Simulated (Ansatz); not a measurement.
**Energy over volume and axial ratio for PtS2 (CdI2 type)**

PtS₂ (CdI2 type)

```xyz
3
Lattice="3.5836 0.0000 0.0000 -1.7918 3.1035 0.0000 0.0000 0.0000 4.6564" Properties=species:S:1:pos:R:3 pbc="T T T"
Pt     0.0000     0.0000     0.0000
S      1.7918     1.0345     1.2060
S      0.0000     2.0690     3.4504
```

Grid over V/V₀ and (c/a)/(c/a)₀, subscript 0 meaning the relaxed cell; the conventional c axis lies along z; no internal relaxation.

Calculation: PBE-D3(BJ) (plane waves to 420 eV, PAW, scalar-relativistic; Ansatz, an electronic-structure program). k mesh 15×15×10 (Γ-centred), Fermi-Dirac smearing 0.05 eV. Energies are smeared free energies. Compression counts positive. As the atoms are clamped, bonds stretch with the cell, which overstates energies and stresses. With partly filled bands, the response to shear is sensitive to the k mesh, so small differences along c/a are uncertain. At this level the bands of PtS2 touch or barely overlap; measurements give the solid a gap. PtS2 is run without spin polarisation. PtS2 was relaxed with its symmetry unable to fall. Spin-orbit coupling is left out, though Pt is heavy. ΔE is measured from the relaxed starting cell.

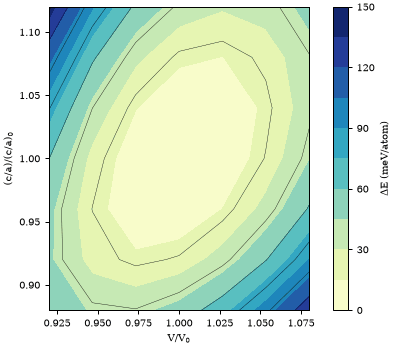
ΔE (meV/atom) over the 7×7 grid of computed points.

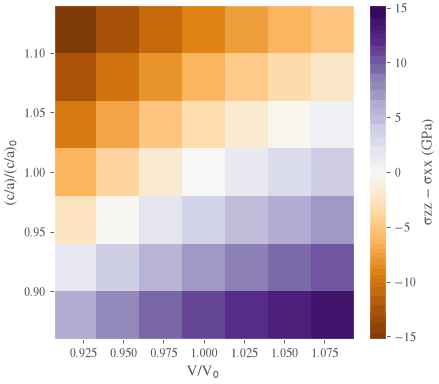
Figure. σzz − σxx (GPa) over the 7×7 grid of computed points.

The modulus against c/a change at fixed volume, (3/4V)·∂²E/∂(ln c/a)² (fit, atoms clamped) is 42 GPa, an upper bound as the atoms could relax. Highest place on the grid: V/V₀ = 0.920, (c/a)/(c/a)₀ = 1.120 (143 meV/atom). Lowest place on the grid: V/V₀ = 1.000, (c/a)/(c/a)₀ = 1.000 (0 meV/atom).

Near the relaxed cell σzz − σxx = −2Cδ (compression positive), C being this modulus and δ the logarithm of the ratio.

(A scan under strain: stresses follow from slopes of the energy per volume, elastic moduli from its curvatures.)
